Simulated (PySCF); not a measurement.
```json
{"atom": "C", "x (Å)": "1.8362", "y (Å)": "0.2244", "z (Å)": "-0.4019"}
{"atom": "C", "x (Å)": "0.8766", "y (Å)": "0.0201", "z (Å)": "0.7702"}
{"atom": "N", "x (Å)": "-0.5024", "y (Å)": "-0.1646", "z (Å)": "0.3756"}
{"atom": "C", "x (Å)": "-0.7797", "y (Å)": "-1.4580", "z (Å)": "-0.2052"}
{"atom": "Si", "x (Å)": "-1.5712", "y (Å)": "1.1531", "z (Å)": "0.1329"}
{"atom": "Cl", "x (Å)": "-1.5626", "y (Å)": "1.9304", "z (Å)": "-1.7431"}
{"atom": "H", "x (Å)": "1.5151", "y (Å)": "1.0731", "z (Å)": "-1.0012"}
{"atom": "H", "x (Å)": "2.8396", "y (Å)": "0.4157", "z (Å)": "-0.0300"}
{"atom": "H", "x (Å)": "1.8676", "y (Å)": "-0.6575", "z (Å)": "-1.0371"}
{"atom": "H", "x (Å)": "0.9229", "y (Å)": "0.8920", "z (Å)": "1.4259"}
{"atom": "H", "x (Å)": "1.1883", "y (Å)": "-0.8569", "z (Å)": "1.3501"}
{"atom": "H", "x (Å)": "-0.3412", "y (Å)": "-1.5700", "z (Å)": "-1.2021"}
{"atom": "H", "x (Å)": "-0.3785", "y (Å)": "-2.2442", "z (Å)": "0.4395"}
{"atom": "H", "x (Å)": "-1.8552", "y (Å)": "-1.5952", "z (Å)": "-0.2920"}
{"atom": "H", "x (Å)": "-2.9166", "y (Å)": "0.6404", "z (Å)": "0.3637"}
{"atom": "H", "x (Å)": "-1.1465", "y (Å)": "2.2062", "z (Å)": "1.0433"}
```

Geometry: GFN2-xTB.

Computed with PBE0/pcSseg-1, SCF density, gas phase, non-relativistic in PySCF 2.14.0.

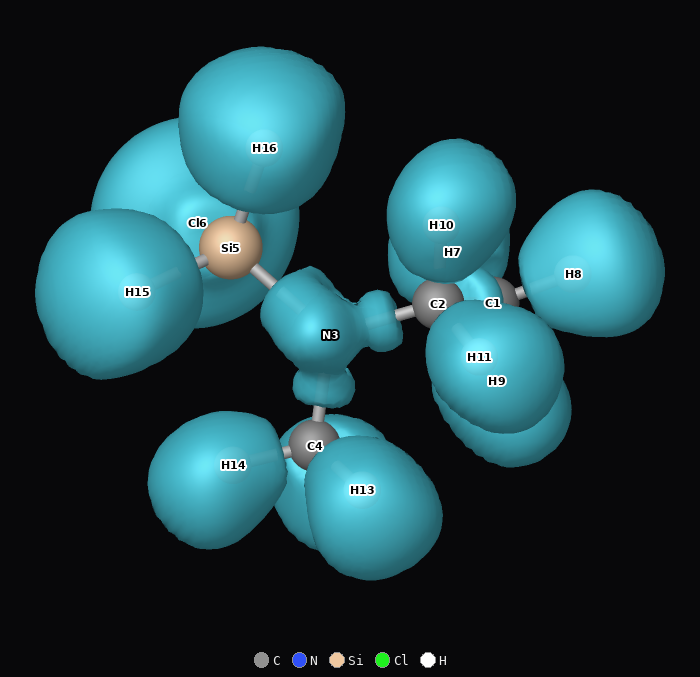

C3H10ClNSi. Isosurface of the electron localisation function at 0.75 (cyan), seen at a tilt. Only the valence region is drawn (cores and ρ < 0.01 e/Å³ removed).

Question: Identify the bonds, lone pairs and shells in this picture.

Answer: At this value the surface marks out one region between bonded C–C atoms (shared pairs), ten regions around hydrogen nuclei, one region on Cl in which the atom's valence shell and bonds are merged and one region on N in which the atom's valence shell and bonds are merged. Along the contacts the grid gives the following. C–N (1.44 Å): the ELF peaks at about 0.95 between the atoms, as expected for localised, covalent bonding. C–C (1.53 Å): the ELF peaks at about 0.95 between the atoms: localised, covalent bonding.
